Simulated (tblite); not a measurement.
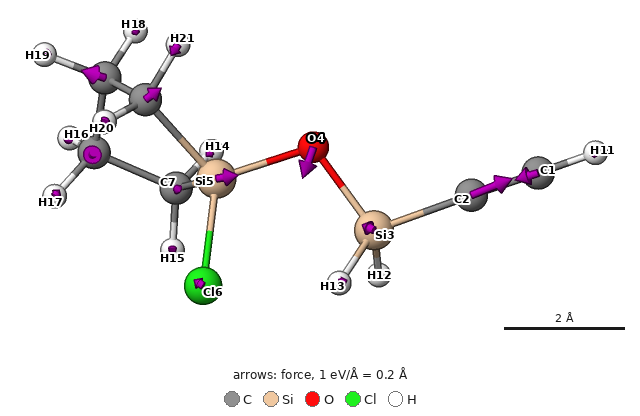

Starting geometry of C6H11ClOSi2 with the computed forces as purple arrows. A ball-and-stick model, seen from a free direction.

Theory: GFN2-xTB geometry optimisation, gas phase in tblite 0.8.0. 

### Is this structure relaxed? If not, where do the atoms go?

It isn't relaxed: the largest force vector, on a C atom, is 3.97 eV/Å. The final displacements have little in common with the starting forces (cosine between the two patterns 0.15). Over 159 geometry steps the energy falls by 1.231 eV. An H atom moves most after the best rigid fit: 3.10 Å. Largest moves by element: H 3.10 Å, C 2.19 Å, O 1.88 Å, Cl 1.05 Å, Si 0.88 Å. Near-neighbour distances that change, for instance: Cl–Si 3.120 → 4.214 Å, Si–Si 2.795 → 3.171 Å, O–Si 1.738 → 1.634 Å, O–Si 1.713 → 1.618 Å. Bond angles that change, for instance: Si–O–Si 108.2° → 154.4°, H–Si–H 107.6° → 116.3°, O–Si–H 110.3° → 103.3°. Groups turn about O–Si by about 125°, O–Si by about 120°. The run took 3.4 s on 1 thread of Arm Neoverse N1, with other jobs on the host.
